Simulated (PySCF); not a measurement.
**C4H6O2S (SMILES C=CS(=O)(=O)C=C): density, localisation and related maps**

The calculation's input:

```
{"job": {"kind": "nmr", "xc": "PBE0", "basis": "pcSseg-1"}, "charge": 0, "multiplicity": 1}
C      2.314930     0.437289     0.023028
C      1.281908    -0.396430     0.086237
S     -0.080336    -0.186343    -1.032787
O     -0.420792    -1.509567    -1.549817
O      0.230505     0.931833    -1.920189
C     -1.399399     0.342933     0.030215
C     -2.439156    -0.460328     0.229835
H      3.188516     0.306063     0.667253
H      2.304601     1.263955    -0.694439
H      1.198049    -1.260831     0.750857
H     -1.288975     1.356311     0.426067
H     -3.291173    -0.143805     0.837380
H     -2.456152    -1.452863    -0.231668
```

Run with:

```sh
OMP_NUM_THREADS=1 python probes_run.py task.json out
```

Geometry: PBE0-D3(BJ)/def2-SVP.

All numbers below come from PBE0/pcSseg-1, SCF density, gas phase, non-relativistic in PySCF 2.14.0.

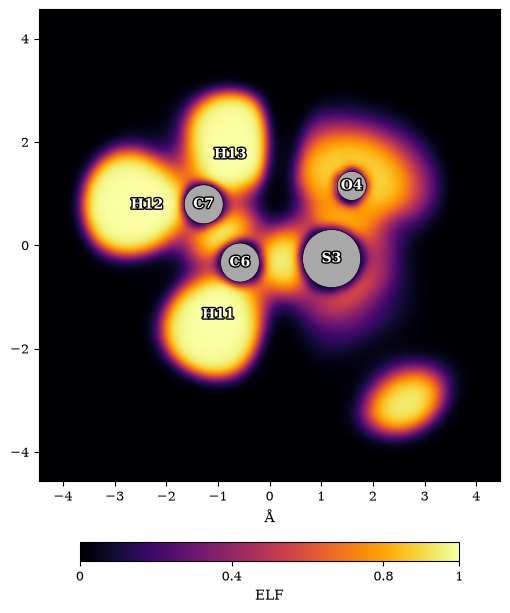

Figure 1. Electron localisation function on the plane of atoms O4, S3 and C6. Grey discs cover the atomic cores.

> Interpret the plot.

- Atoms in the plane: S, O, C and H.
- C–C (1.33 Å): the ELF peaks at about 0.90 between the atoms; a multiple bond.
- S–O (1.46 Å): the ELF peaks at about 0.80 between the atoms (a polar covalent bond).
- C–S (1.77 Å): the ELF peaks at about 0.95 between the atoms, as expected for a covalent bond.
- C–H (1.09 Å): the ELF climbs to about 1 towards the hydrogen, as it does in any bond to H; a covalent bond by its length.
- The ELF also peaks beside O4, away from the bonds: lone-pair regions.

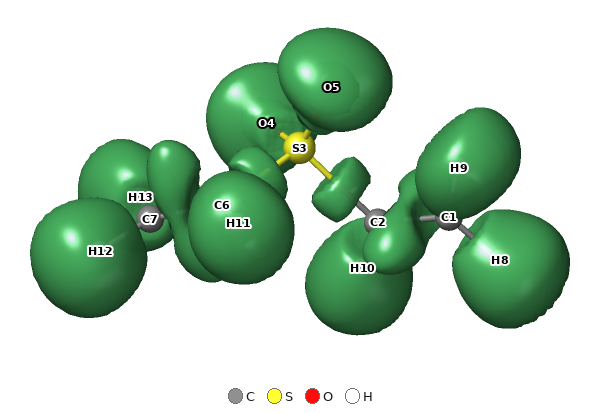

Figure 2. Isosurface of the ELF at 0.75 (green), seen from one side. Only the valence region is drawn (cores and ρ < 0.01 e/Å³ removed).

> Describe the localisation domains.

At this value the surface marks out two regions between bonded C–C atoms (shared pairs), two regions between bonded C–S atoms (shared pairs), six regions around hydrogen nuclei and two regions on O in which the atom's valence shell and bonds are merged.

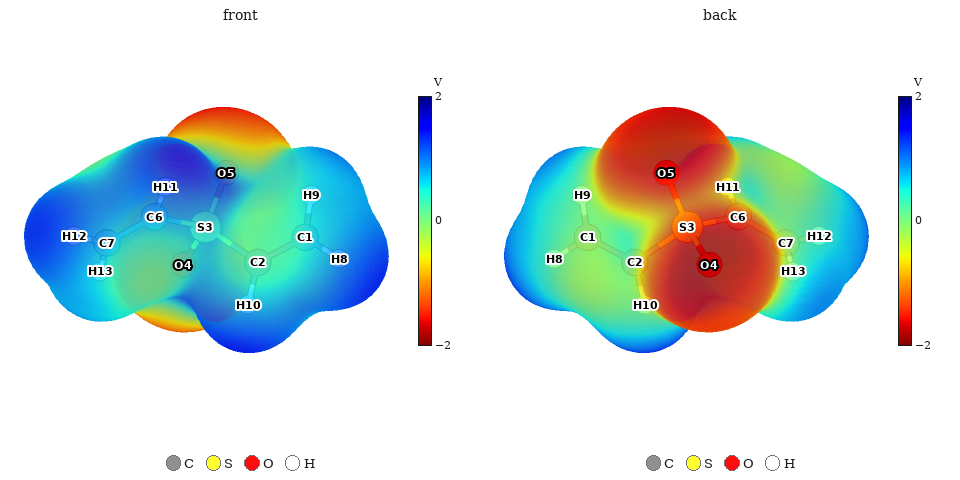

Figure 3. The electrostatic potential painted on the density surface at 0.002 e/bohr³, seen from the front and from behind; red is negative and blue positive.

> Which sites attract a positive test charge, and which a negative one?

A positive charge is drawn to the negative regions and a negative charge to the positive ones. The most negative region (about −1.8 V) lies over O4 and O5, the most positive (about +1.4 V) over H8, H10, H11 and H12.

> How polar is the molecule by this calculation?

Its dipole moment is 4.53 D.
